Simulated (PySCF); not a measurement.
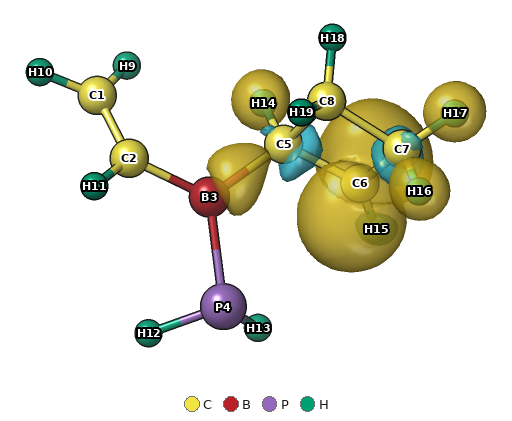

C₆H₁₁BP (doublet). Isosurfaces of the spin density (α minus β) at +0.02 (yellow) and −0.02 e/Å³ (cyan), seen across its widest extent.

Geometry: GFN2-xTB.

All numbers below come from UKS B3LYP, pcH-1 on B C H P, non-relativistic, mean-field spin-orbit, GIAO (PySCF 2.14.0, density-fitted response routines).

```xyz
19

C     2.5688   -1.3491   -0.2804
C     2.1323   -0.1727    0.1724
B     0.7920    0.5027   -0.1789
P     0.6766    2.3857   -0.1815
C    -0.5338   -0.3626   -0.3626
C    -1.8054    0.3178   -0.6879
C    -2.4530   -0.0206    0.6013
C    -1.2014   -0.8408    0.9611
H     1.9819   -1.9453   -0.9611
H     3.5330   -1.7550   -0.0165
H     2.8049    0.3799    0.8251
H     1.9311    2.6932   -0.6779
H     0.0212    2.5830   -1.3792
H    -0.2856   -1.1959   -1.0341
H    -2.0890    0.9848   -1.4789
H    -2.6384    0.8307    1.2657
H    -3.3861   -0.5895    0.5345
H    -1.3673   -1.9144    1.0037
H    -0.6918   -0.5228    1.8680
```

> Which atoms carry the spin?

The unpaired spin (1 electron) lies mostly on C6 (about 0.7), in electrons by Hirshfeld's partition.
